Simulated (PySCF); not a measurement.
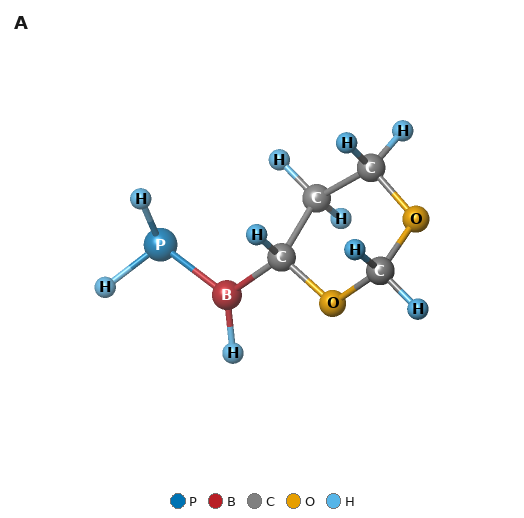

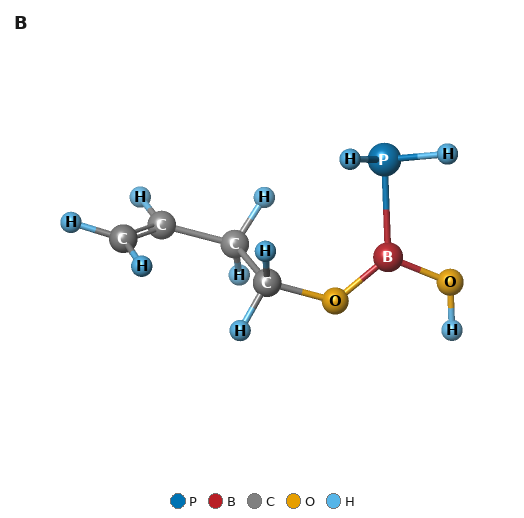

2 stationary structures of one formula. Geometries: GFN2-xTB. Electronic energies: PBE0/pcSseg-1 (PySCF 2.14.0), without zero-point energy. No frequency run is at hand to confirm each as a minimum. Each is one conformer, not always the lowest.

> Are they conformers, stereoisomers or constitutional isomers?

They are constitutional isomers of C4H10BO2P: A `PB[C@@H]1CCOCO1`, B `C=CCCOB(O)P`.

> Which structure is the most stable?

B is lowest; A lies 66.1 kcal/mol above it.

The geometry is semi-empirical. Around B, P such bond lengths and angles can be off by a tenth of an ångström or more and by several degrees, and values that hang on the shape move with them.
